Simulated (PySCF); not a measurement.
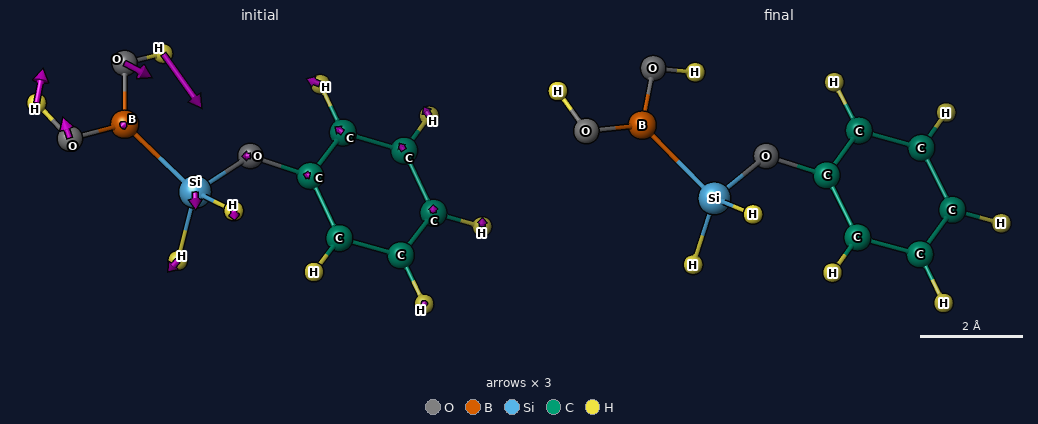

The structure of C6H9BO3Si before (left) and after (right) a relaxation, at one scale. The purple arrows give the displacements, 3 times their true length.

Style: ball-and-stick. Shown from a free direction.

The start comes from GFN2-xTB. Its atoms were then displaced at random by about 0.01 Å.

Level of theory: PBE0-D3(BJ)/def2-SVP geometry optimisation, gas phase in PySCF. 

Q: What changed between the two?

A: The energy falls by 27.3 kJ/mol in 9 geometry steps. An H atom moves most after the best rigid fit: 0.45 Å. Largest moves by element: H 0.45 Å, O 0.22 Å, Si 0.13 Å, C 0.07 Å, B 0.05 Å. Some distances before and after: B–Si 1.924 → 2.025 Å, O–Si 1.665 → 1.708 Å, B–O 1.384 → 1.352 Å, C–H 1.064 → 1.093 Å. Among the angles between lasting bonds that change: O–B–Si 125.2° → 115.8°, B–O–H 116.6° → 110.2°, O–B–Si 117.4° → 123.4°. Cost: 6.8 min on 1 thread of Arm Neoverse N1 (shared host).
